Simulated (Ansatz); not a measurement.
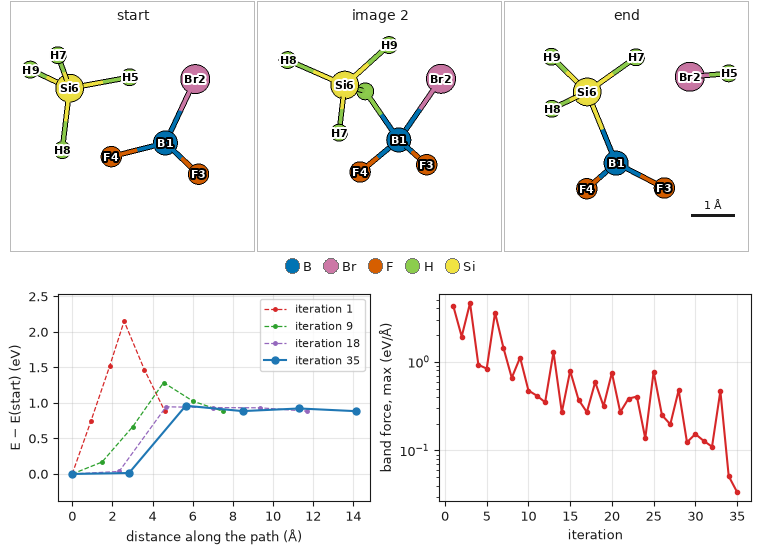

A search for the minimum-energy path of BSiH$_{4}$BrF$_{2}$, made up of BBrF$_{2}$ and SiH4 by the nudged elastic band. Images are numbered from 0 (start) to 5 (end). The plot follows the band through its iterations. A ball-and-stick model, seen from a free direction.

The calculation used RKS B3LYP-D4/def2-SVP (Ansatz 0.2.0). Settings: 4 movable images; no climbing image; force threshold 0.05 eV/Å; iteration limit 60; starting path through a guess of the saddle point.

### Did the band converge, and can the barrier be trusted?

The run is converged, with reservations. The band converged in 35 iterations. The largest component of the band force went from 4.2 to 0.034 eV/Å. No image climbed, so the highest image needn't lie on the saddle point, and the true maximum along this path can be higher. The first iteration put the highest image at 2.15 eV. Forward barrier 0.96 eV, backward barrier 0.08 eV, with image 2 at the top; the reaction energy is +0.88 eV. The profile has 2 maxima (images 2, 4) with a dip at image 3 (+0.89 eV), so the process runs in steps.

Limits of the set-up: the start holds two separate molecules, 2.8 Å apart at their closest, whose relative position is a soft coordinate.

Cost: 7.9 min on 2 threads of Arm Neoverse V1 (shared host), peak memory 0.28 GiB.
